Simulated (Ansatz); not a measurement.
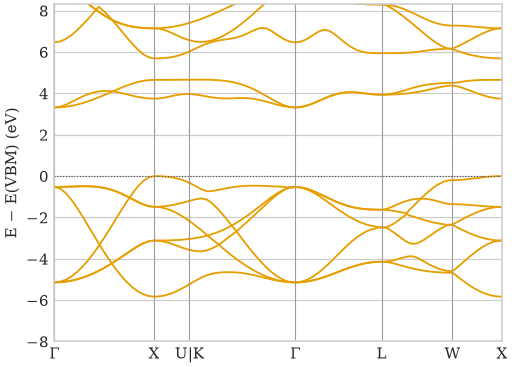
Fig. 1. Band structure from PBE in the plane-wave PAW code Ansatz

Problem. Read off the gap and where the band edges lie.

Solution. About 3.3 eV (3.32 eV by a search for the band edges); maximum at X, minimum at Γ.

Problem. Pick the material that matches.
A) Li2O, anti-fluorite
B) BaO, rock salt
C) ZrO2, fluorite

Solution. C, ZrO2, fluorite

Space group Fm-3m (fluorite). This is a known high-temperature phase of the composition, computed here at zero pressure and temperature. The PBE relaxation kept the symmetry of its start; whether a distortion lowers the energy is not shown. No spin polarisation was allowed. Spin–orbit coupling is left out wherever it is not named.

Potentials: the later of the program's two PAW sets.
